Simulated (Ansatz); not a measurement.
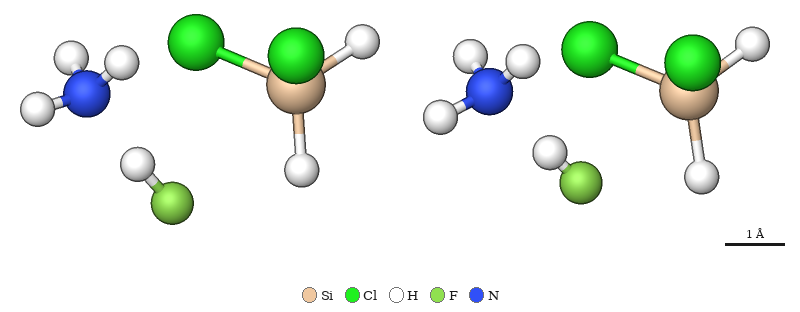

Two geometries of SiNH6Cl2F (started from a transition state, displaced along its imaginary mode), drawn at one scale. One is the start of a relaxation, the other its converged end. The picture is a ball-and-stick view, seen from a free direction.

These are results of RKS PBE0-D4/def2-TZVP in Ansatz, not measurements. (force threshold 0.005 eV/Å; at most 200 steps)

Q: Which geometry has the lower energy?

A: The left one is the relaxed one. The F atom moves most after the best rigid fit: 0.38 Å. By element the largest moves are F 0.38 Å, H 0.31 Å, Si 0.17 Å, Cl 0.17 Å, N 0.06 Å. Some distances before and after: F–H 0.801 → 0.973 Å, H–Si 1.505 → 1.468 Å, H–N 1.048 → 1.012 Å, H–N 0.982 → 1.013 Å. Bond angles that change, for instance: H–N–H 113.8° → 108.3°, Cl–Si–Cl 112.3° → 109.7°, H–Si–H 110.7° → 113.0°. Over 7 geometry steps the energy falls by 111.1 kJ/mol. The largest force component goes from 9.7 to 0.0017 eV/Å.
